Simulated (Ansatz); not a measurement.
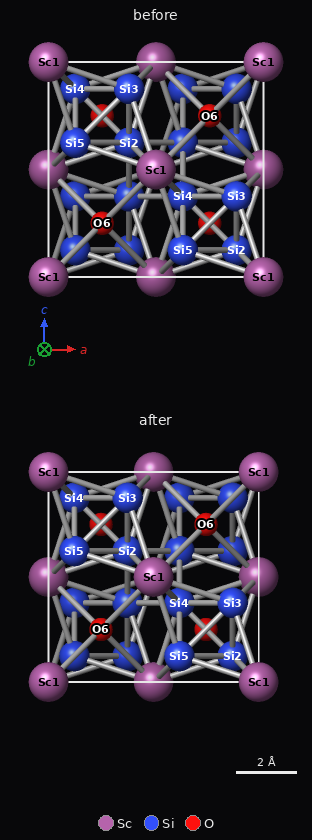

The structure of crystalline ScSi₄O (a generated structure, set up in F-43m) (coarse preliminary run) before (top) and after (bottom) a relaxation, at one scale.

A ball-and-stick model of the conventional cell (4 times the calculation's cell), seen along the b axis. Lengths and directions refer to the drawn axes.

Method: Ansatz 0.2.0, DFT PBE, scalar-relativistic, plane waves, PAW.

Input
```yaml
crystal:
  lattice:
    - [0.0, 3.58775486, 3.58775486]
    - [3.58775486, 0.0, 3.58775486]
    - [3.58775486, 3.58775486, 0.0]
  atoms:
    - { symbol: Sc, position: [0.0, 0.0, 0.0] }
    - { symbol: Si, position: [0.87490872, 0.37503043, 0.37503043] }
    - { symbol: Si, position: [0.37503043, 0.37503043, 0.37503043] }
    - { symbol: Si, position: [0.37503043, 0.87490872, 0.37503043] }
    - { symbol: Si, position: [0.37503043, 0.37503043, 0.87490872] }
    - { symbol: O, position: [0.75, 0.75, 0.75] }
basis:
  ecutwfc: 420
kpoints:
  mp_grid: { grid: [4, 4, 4] }
hamiltonian:
  xc: pbe
scf:
  occupations: { method: gaussian, width: 0.1 }
  lower_state_search: "off"
output:
  forces: true
  stress: true
  eigenvalues: true
relax:
  adjacent_minimum: "off"
  f_tol: 0.04
  max_steps: 70
  cell: { stress_tol: 0.4 }
```

Launched with:
```bash
ansatz run input.yaml --threads 1 --pin off --max-ram 2560MiB --backend cpu --events-out ev --progress --plain --runs-dir out
```

**What changed between the two?**

The largest moves relative to the cell, 0.019 Å, are those of Si2, Si3, Si4 and Si5. Si5 goes along [−1 −1 −1]. Sc and O stay in place. Cell: a = b = c 7.176 → 7.011 Å (−2.3 %). Volume −6.7 %. Some distances before and after: Si2–Si3 2.536 → 2.448 Å, Sc1–O6 3.107 → 3.036 Å, Sc1–Si2 2.975 → 2.910 Å, Si2–Si3 (another image) 2.538 → 2.510 Å. The space group stays F-43m (No. 216). The energy falls by 27.4 meV per atom in 2 accepted moves (3 points after the start). The largest force component goes from 0.31 to 0.00065 eV/Å. The pressure goes from −6.82 to −0.02 GPa. The SCF was repeated once at an unchanged geometry on a basis and grid sized afresh for the cell, which shifted the energy by 0.7 meV per atom at most. Cost: 20 s on 1 thread of Intel(R) Xeon(R) Processor @ 2.50GHz (Skylake/Cascade Lake) (shared host), peak memory 0.36 GiB.
